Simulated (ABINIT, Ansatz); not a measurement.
# Li2SnF6 (P-31m): G0W0 with ABINIT, start to end, part 3 of 3

How does a plane-wave GW calculation on Li2SnF6 (P-31m) run from the first input to the gap?

ABINIT 10.8.3; PBEsol and many-body steps on it, plane waves. Known limits of the many-body steps: not at the basis limit; no spin-orbit coupling; coarse k mesh.

So far. Step 4 (Empty states on the mesh, 3×3×2 mesh, 89 bands): On this mesh the gap is 5.250 eV. Step 5 (Screening, 3×3×2 mesh, 81 bands, screening to 98 eV): Local fields lower ε∞ by 6 %. On a Γ-centred mesh this coarse the value itself is usually too large, while a short band sum pulls it down.

### Step 6. Self-energy, 3×3×2 mesh, 81 bands, screening to 98 eV

The self-energy is evaluated for the states that the input lists, and the levels follow from it, in one-shot runs by the linearised quasiparticle equation.

This step: G0W0 on PBEsol, plane waves, norm-conserving pseudopotentials.

The input, run.abi:

```
acell 3*1.0 Angstrom
rprim 
  4.909513934494 -0.000000000024 0.000000000000
  -2.454756967227 4.251763787517 0.000000000000
  0.000000000000 0.000000000000 4.538039080000
ntypat 3
znucl 3 50 9
natom 9
typat 1 1 2 3 3 3 3 3 3
xred 
  0.666666666667 0.333333333333 0.500000000000
  0.333333333333 0.666666666667 0.500000000000
  0.000000000000 0.000000000000 0.000000000000
  0.329091060000 0.329091060000 0.255027190000
  0.670908940000 0.670908940000 0.744972810000
  0.670908940000 0.000000000000 0.255027190000
  0.329091060000 0.000000000000 0.744972810000
  0.000000000000 0.670908940000 0.255027190000
  0.000000000000 0.329091060000 0.744972810000
pp_dirpath "pseudos"
pseudos "Li.upf, Sn.upf, F.upf"
ecut 44
ngkpt 3 3 2
nshiftk 1
shiftk 0 0 0
kptopt 1
chksymbreak 0
istwfk *1
occopt 1
irdwfk 1
optdriver 4
nband 81
gwcalctyp 0
ecutsigx 44
symsigma 1
nkptgw 2
kptgw 
  0.3333333333 0.0000000000 0.0000000000
  0.0000000000 0.0000000000 0.0000000000
bdgw 
  34 37
  33 37
ecuteps 3.6
irdscr 1
ppmodel 1
indata_prefix "in"
outdata_prefix "out"
tmpdata_prefix "tmp"
```

Command:

```sh
$ OMP_NUM_THREADS=1 mpirun -n 4 abinit run.abi > log
```

Numbers of over 12 decimals in the logs are rounded to 6 here.

The log of the run:

```text
.Version 10.8.3 of ABINIT. v10.8.2 released Aug 2026.

 Symmetries : space group P-3 1 m (#162); Bravais hP (primitive hexag.)
[... echo of the input left out ...]
== DATASET  1 ==================================================================
-   mpi_nproc: 4, omp_nthreads: 1 (-1 if OMP is not activated)

--- !DatasetInfo
iteration_state: {dtset: 1, }
dimensions: {natom: 9, nkpt: 6, mband: 81, nsppol: 1, nspinor: 1, nspden: 1, mpw: 8940, }
cutoff_energies: {ecut:  44.0, pawecutdg:  -1.0, }
electrons: {nelect:   7.00000000E+01, charge:   0.00000000E+00, occopt:   1.00000000E+00, tsmear:   1.00000000E-02, }

 SIGMA: Calculation of the GW corrections

 Based on a program developped by R.W. Godby, V. Olevano, G. Onida, and L. Reining.
 Incorporated in ABINIT by V. Olevano, G.-M. Rignanese, and M. Torrent.
.Using double precision arithmetic ; gwpc =  8

[... cell and pseudopotentials left out ...]
--------------------------------------------------------------------------------

 ==== K-mesh for the wavefunctions ====
 Number of points in the irreducible wedge :     6
[... list of points left out ...]
 Together with 12 symmetry operations and time-reversal symmetry
 yields    18 points in the full Brillouin Zone.

 ==== Q-mesh for screening function ====
 Number of points in the irreducible wedge :     6
[... list of points left out ...]
 Together with 12 symmetry operations and time-reversal symmetry
 yields    18 points in the full Brillouin Zone.

 vcoul_init : cutoff-mode = AUXILIARY_FUNCTION
 q-points for optical limit:   1
     1)      0.000010    0.000020    0.000030
 setmesh: FFT mesh size selected  =    48x   48x   54
          total number of points  =       124416

 Number of electrons calculated from density =   70.0000; Expected =   70.0000
 average of density, n =  0.109503
 r_s =    1.2967
 omega_plasma =   31.9204 [eV]

 === KS Band Gaps ===
  >>>> For spin  1
   Minimum direct gap =   5.2744 [eV], located at k-point      :   0.0000  0.0000  0.0000
   Fundamental gap    =   5.2499 [eV], Top of valence bands at :   0.3333  0.0000  0.0000
                                       Bottom of conduction at :   0.0000  0.0000  0.0000
 SIGMA fundamental parameters:
 PLASMON POLE MODEL  1
 number of plane-waves for SigmaX                 8887
 number of plane-waves for SigmaC and W            199
 number of plane-waves for wavefunctions          8887
 number of bands                                    81
 number of independent spin polarizations            1
 number of spinorial components                      1
 number of k-points in IBZ                           6
 number of q-points in IBZ                           6
 number of symmetry operations                      12
 number of k-points in BZ                           18
 number of q-points in BZ                           18
 number of frequencies for dSigma/dE                 9
 frequency step for dSigma/dE [eV]                0.25
 number of omega for Sigma on real axis              0
 max omega for Sigma on real axis  [eV]           0.00
 zcut for avoiding poles [eV]                     0.10

 EPSILON^-1 parameters (SCR file):
 dimension of the eps^-1 matrix on file            199
 dimension of the eps^-1 matrix used               199
 number of plane-waves for wavefunctions          8887
 number of bands                                    81
 number of q-points in IBZ                           6
 number of frequencies                               2
 number of real frequencies                          1
 number of imag frequencies                          1

 matrix elements of self-energy operator (all in [eV])

 Perturbative Calculation

--- !SelfEnergy_ee
iteration_state: {dtset: 1, }
kpoint     : [   0.333,    0.000,    0.000, ]
spin       : 1
KS_gap     :    6.060
QP_gap     :   10.919
Delta_QP_KS:    4.859
data: !SigmaeeData |
     Band     E0 <VxcDFT>   SigX SigC(E0)      Z dSigC/dE  Sig(E)    E-E0       E
       34  -0.018 -22.673 -30.561   5.427   0.811  -0.234 -24.668  -1.994  -2.012
       35   0.128 -22.835 -30.793   5.470   0.811  -0.234 -24.852  -2.017  -1.888
       36   6.188 -18.733 -13.691  -1.754   0.865  -0.157 -15.890   2.843   9.031
       37  10.557 -14.388  -8.866  -2.522   0.878  -0.139 -11.754   2.634  13.191

--- !SelfEnergy_ee
iteration_state: {dtset: 1, }
kpoint     : [   0.000,    0.000,    0.000, ]
spin       : 1
KS_gap     :    5.274
QP_gap     :    9.811
Delta_QP_KS:    4.536
data: !SigmaeeData |
     Band     E0 <VxcDFT>   SigX SigC(E0)      Z dSigC/dE  Sig(E)    E-E0       E
       33  -0.031 -22.762 -30.553   5.389   0.811  -0.233 -24.710  -1.948  -1.979
       34  -0.031 -22.762 -30.553   5.389   0.811  -0.233 -24.710  -1.948  -1.979
       35   0.104 -22.871 -30.733   5.416   0.811  -0.233 -24.854  -1.984  -1.880
       36   5.378 -17.110 -12.307  -1.875   0.872  -0.147 -14.557   2.553   7.931
       37  10.965 -12.455  -6.731  -2.788   0.884  -0.131  -9.860   2.595  13.560

== END DATASET(S) ==============================================================
================================================================================

 -outvars: echo values of variables after computation  --------
           etotal      0.0000000000E+00
            nband          81
             nkpt           6
          spgroup         162
 [... the other variables as echoed above ...]

 Calculation completed.
```

Elapsed: 9.2 s, on 4 MPI ranks of Arm Neoverse V1, shared host; peak memory 1.1 GiB.

This step gave:

| Item | Value |
| --- | --- |
| G0W0 gap on the points computed | 9.811 eV |
| starting gap on the mesh | 5.250 eV |
| k of the valence top | 0, 0, 0 |
| k of the conduction bottom | 0, 0, 0 |
| Z at the valence top | 0.811 |
| Z at the conduction bottom | 0.872 |
| least direct G0W0 gap on the computed points | 9.811 eV |

The gap on the mesh goes from 5.25 eV to 9.81 eV, a correction of +4.56 eV. The start differs from the 5.22 eV found before because the two sample other k points.

Limits: finite bands, cutoff and mesh; no spin-orbit coupling; coarse k mesh. v1 is the top filled band, c1 the lowest empty one. Levels before and after the correction, in eV, zero at the valence-band top of each column:

|  | conduction bottom | valence top |
| --- | --- | --- |
| Kohn-Sham | 5.25 | 0.00 |
| G0W0 | 9.81 | 0.00 |

|  | level | energy (eV) |
| --- | --- | --- |
| Kohn-Sham | Γ v3-v2 | -0.160 |
| Kohn-Sham | Γ v1 | -0.024 |
| Kohn-Sham | Γ c1 | 5.250 |
| Kohn-Sham | Γ c2 | 10.837 |
| G0W0 | Γ v3-v2 | -0.099 |
| G0W0 | Γ v1 | 0.000 |
| G0W0 | Γ c1 | 9.811 |
| G0W0 | Γ c2 | 15.440 |

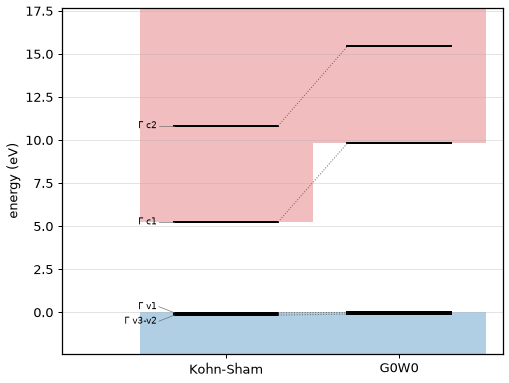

Levels before and after the correction. Shaded: valence and conduction bands.

### Step 7. Where the time went

Times are wall times on 4 MPI ranks of Arm Neoverse V1, shared host, good to a factor of about two.

```
                          step     time  share  memory (GiB)
                  ground state  2.2 min   41 %          0.56
bands along the symmetry lines     90 s   28 %          0.58
      empty states on the mesh     46 s   14 %          0.42
                     screening     46 s   14 %           1.4
                   self-energy    9.2 s    3 %           1.1
```

### Step 8. What came out

| Property | Result |
| --- | --- |
| PBEsol gap | 5.22 eV, indirect |
| G0W0 gap on the mesh | 9.81 eV |
| G0W0 gap over the zone (rigid shift) | 9.79 eV |
| GW settings | 3×3×2 mesh, 81 bands, screening to 98 eV, Godby-Needs plasmon pole |
| known limits | not at the basis limit; no spin-orbit coupling; coarse k mesh |

G0W0 moves the gap on the mesh from 5.25 eV to 9.81 eV (+4.56 eV), with Z of 0.81 and 0.87 at the edges. The mesh misses the band edges by 0.03 eV in all; a rigid shift gives 9.79 eV for the zone. Local fields lower the RPA ε∞ on this mesh from 2.32 to 2.19; a Γ-centred mesh this coarse tends to raise both, most where the direct gap is narrow, while a short band sum lowers them. Only 2 of the mesh's irreducible points were corrected, so a valley elsewhere could overtake. The dearest step here is «ground state». Bands and cutoff are finite, so the gap is not at the basis limit. The miss can reach some tenths of an eV and take either sign; the mesh is an error of its own. In the G0W0 run levels were corrected at 2 k points alone, so a gap called «on the mesh» is the least over those, and an edge elsewhere would be missed. The 3×3×2 mesh is coarse for this cell, which bears on the long-range parts of exchange and screening. The many-body steps are scalar-relativistic: spin-orbit coupling is not in them.

[Paths, hosts, dates, memory and timing lines, banners, echoed tables and standing remarks are left out of the program output.]

[Logs are printed without paths, hosts, clocks, repeated set-up lines and the standing remarks that a program may print on its own settings, such as how far it seeks lower states.]

[Runs of the session that timed out or met a known fault of the program may be left out.]

[Hosts, paths, dates, database ids (printed as entryN), source tags and the programs' standing remarks are cut or masked in the printed files.]

[G0W0 gaps are taken among the corrected bands and points alone; a level outside them can change the order at an edge.]

[Where Ansatz stands beside ABINIT at settings called matched, ABINIT's density can come from a denser mesh and the files from another edition; pairs whose starting gaps differed by over 0.03 eV were left out, so agreement reads better than it is.]
